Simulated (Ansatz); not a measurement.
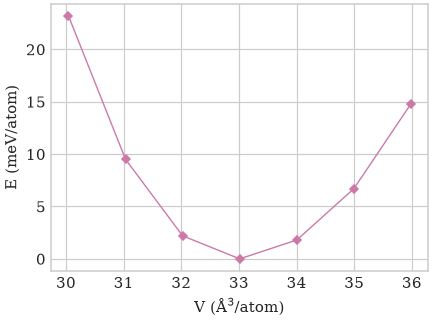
CaBr2 in space group Pnnm (No. 58; Ca on 2a, Br on 4g) under volume change, the program Ansatz at the r²SCAN level (PAW), shape and atoms relaxed at each volume.

What does a third-order Birch–Murnaghan fit give for V₀, B₀ and B′?

V₀ = 33.04 Å³/atom, B₀ = 22.6 GPa, B′ = 5.4.

The workflow started from a Materials Project entry (that database holds measured and hypothetical structures alike); the Crystallography Open Database files this formula in space group No. 58, but the cells were not matched. Its standing as an ambient phase is unchecked. Symmetry was held in the r²SCAN relaxation; whether a distortion lowers the energy is not shown.

Potentials: the later of the program's two PAW sets.
